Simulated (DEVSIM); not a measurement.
System: TaN/SiO2/p-InP capacitor, at 250 K.

| layer (left to right) | material | thickness (nm) | Na (cm⁻³) |
|---|---|---|---|
| 1 | SiO2 | 5.00 | - |
| 2 | InP | 8000 | 6.1e15 |

Metal gate on the left, work function 4.4 eV. Fixed charge at the semiconductor interface -8.6e11 cm⁻² (in units of +e); interface traps 2.7e11 cm⁻² eV⁻¹, uniform in energy, neutral level at 0.7 of the gap above the valence band.

This is a model device: material constants are rounded textbook-type values typed into the input, and sizes, dopings and lifetimes were drawn at random. Values at 300 K; Nc and Nv go as T^1.5, mobilities as T to minus their exponent, the gap by Varshni's rule with the affinity fixed.

```tsv
parameter	SiO2	InP
gap (eV)	9	1.344
affinity (eV)	0.9	4.38
permittivity	3.9	12.5
Nc (cm⁻³)	-	5.7e17
Nv (cm⁻³)	-	1.1e19
Varshni α (eV/K)	-	0.000363
Varshni β (K)	-	162
```

Model (solved in DEVSIM): 1D Poisson equation in equilibrium, Boltzmann statistics, complete ionisation; no quantum confinement or tunnelling. Metal contacts follow the ideal Schottky-Mott rule: no Fermi-level pinning, no interface dipoles.

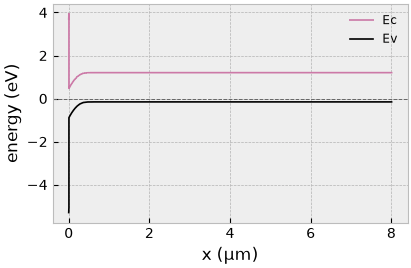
Figure: Band edges at -0.2 V on the gate

Energies count from the Fermi level of the right contact; mesh points crowd at the junctions.

```
x (μm)    Ec (eV)  Ev (eV)  n (cm⁻³)  p (cm⁻³)  field (V/cm)
--------  -------  -------  --------  --------  ------------
0.000       3.700   -5.300     < 1e2     < 1e2        500000
0.001248    3.763   -5.237     < 1e2     < 1e2        500000
0.002978    3.850   -5.150     < 1e2     < 1e2        500000
0.004504    3.927   -5.073     < 1e2     < 1e2        500000
0.006204    0.476   -0.883     1.1e8     < 1e2         35000
0.009356    0.487   -0.872     6.5e7     < 1e2         35000
0.01628     0.511   -0.848     2.1e7     < 1e2         34000
0.04191     0.597   -0.763    400000      3500         32000
0.09268     0.749   -0.611       350   4000000         28000
0.2111      1.015   -0.345     < 1e2    9.3e11         17000
0.4714      1.200   -0.159     < 1e2    5.1e15           740
1.435       1.204   -0.156     < 1e2    6.1e15           ≈ 0
3.342       1.204   -0.156     < 1e2    6.1e15           ≈ 0
5.905       1.204   -0.156     < 1e2    6.1e15           ≈ 0
7.319       1.204   -0.156     < 1e2    6.1e15           ≈ 0
7.702       1.204   -0.156     < 1e2    6.1e15           ≈ 0
7.876       1.204   -0.156     < 1e2    6.1e15           ≈ 0
7.950       1.204   -0.156     < 1e2    6.1e15           ≈ 0
7.988       1.204   -0.156     < 1e2    6.1e15           ≈ 0
7.998       1.204   -0.156     < 1e2    6.1e15           ≈ 0
8.003       1.204   -0.156     < 1e2    6.1e15           ≈ 0
8.005       1.204   -0.156     < 1e2    6.1e15           ≈ 0
```
